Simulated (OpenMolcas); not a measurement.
## How basis sets differ on InSi2H7 (SMILES [SiH3][SiH2][InH2])

InSi2H7: 10 atoms, total charge 0, spin state singlet. As SMILES, `[SiH3][SiH2][InH2]`. The coordinates come from a PBE0-D4/def2-TZVP relaxation.

Quantity: the dipole moment, in D. The values are calculated.

```json
{"level": "HF/ANO-R0 (sfX2C)", "kind": "Hartree–Fock", "program": "OpenMolcas", "value (D)": "0.65", "CPU time": "4.6 s"}
{"level": "HF/ANO-RCC-MB (DKH2)", "kind": "Hartree–Fock", "program": "OpenMolcas", "value (D)": "0.81", "CPU time": "13 s"}
{"level": "HF/STO-3G", "kind": "Hartree–Fock", "program": "OpenMolcas", "value (D)": "0.62", "CPU time": "5.6 s"}
{"level": "HF/3-21G", "kind": "Hartree–Fock", "program": "OpenMolcas", "value (D)": "0.67", "CPU time": "8.2 s"}
{"level": "HF/def2-SVP (core potential)", "kind": "Hartree–Fock", "program": "OpenMolcas", "value (D)": "0.37", "CPU time": "16 s"}
```

All-electron rows without a relativistic Hamiltonian named are non-relativistic, while core potentials hold scalar relativity, so basis and relativity change together. The values span 0.37 to 0.81 D. Magnitudes only. Sets without polarisation functions give poor dipoles. CPU times are rough (shared hosts, several kinds of processor and program).

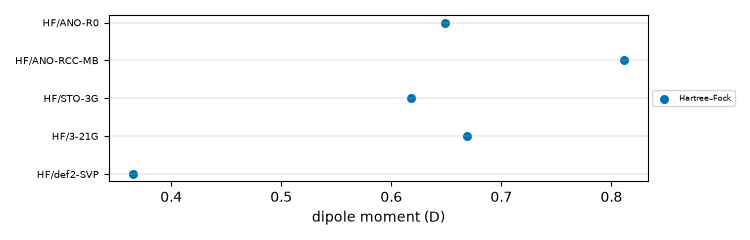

The values of the table, level by level.
